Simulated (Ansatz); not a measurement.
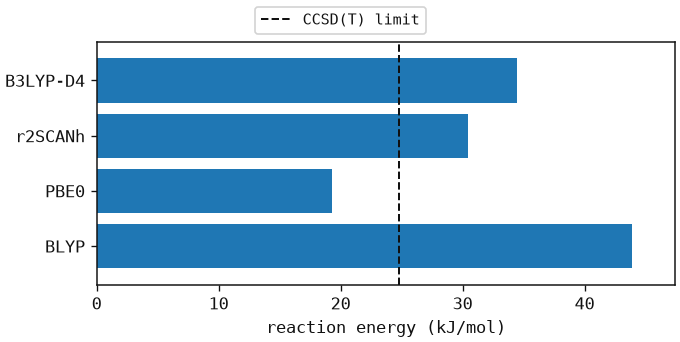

Electronic reaction energy of SbH₂SF ([F][SbH][SH]) + H₂ ([H][H]) → SbH₃S ([SH][SbH2]) + HF (F) (SMILES in brackets) at several levels (functionals in def2-TZVPP unless a basis is named), isolated molecules at PBE0-D4 triple-zeta geometries, minima by their frequencies, no zero-point or thermal terms, the Ansatz code. The line is frozen-core CCSD(T) at the basis limit (MP2 extrapolated from triple and quadruple zeta, plus CCSD(T) less MP2 in a smaller set). No dispersion term is added to r2SCANh, PBE0 and BLYP. Core potentials past Kr. The limit lies 10.8 kJ/mol from CCSD(T)/def2-TZVPP, so the line itself is uncertain by a part of that.

**What range do the values span, the line included?**

From 19.3 kJ/mol (PBE0) to 43.9 kJ/mol (BLYP).

**Give the values.**

```
        level  kJ/mol  less CCSD(T) limit
     B3LYP-D4    34.5                 9.7
      r2SCANh    30.5                 5.7
         PBE0    19.3                −5.5
         BLYP    43.9                19.2
CCSD(T) limit    24.8                 0.0
```

Caveats: outer-core shells are correlated without core-valence functions, which makes the correlated values less sure; spin-orbit coupling is left out, and with Sb it can shift these values.
